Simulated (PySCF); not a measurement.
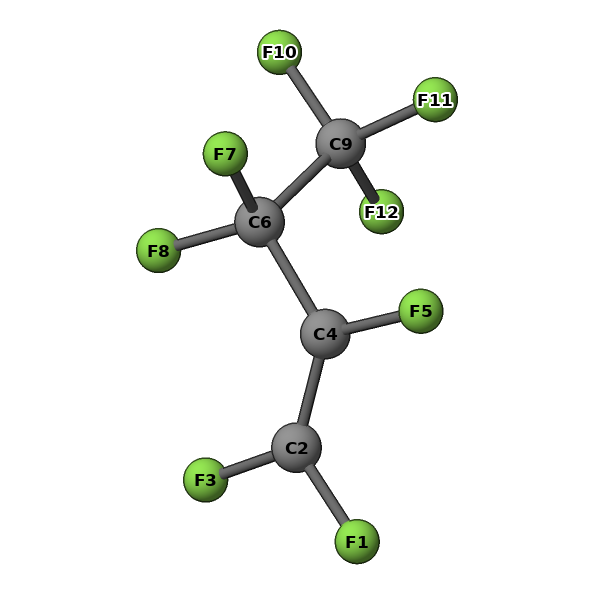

The questions are on isotropic NMR shieldings of the F atoms. Computed geometry: GFN2-xTB optimisation. No frequency run is at hand to confirm it as a minimum. Method: GIAO PBE0/pcSseg-1 NMR shielding, non-relativistic, gas phase (PySCF 2.14.0).

Question: Which F atom is the most shielded (lowest chemical shift)?

Answer: F5 (379.0 ppm).

Question: Which F atom is the least shielded (highest chemical shift)?

Answer: F1 (259.6 ppm).

Question: How wide is the range of F shifts?

Answer: 119.4 ppm.

List the isotropic NMR shieldings of the F atoms.

| atom | σ (ppm) |
| --- | --- |
| F1 | 259.6 |
| F3 | 276.8 |
| F5 | 379.0 |
| F7 | 303.5 |
| F8 | 320.8 |
| F10 | 273.9 |
| F11 | 265.4 |
| F12 | 263.2 |
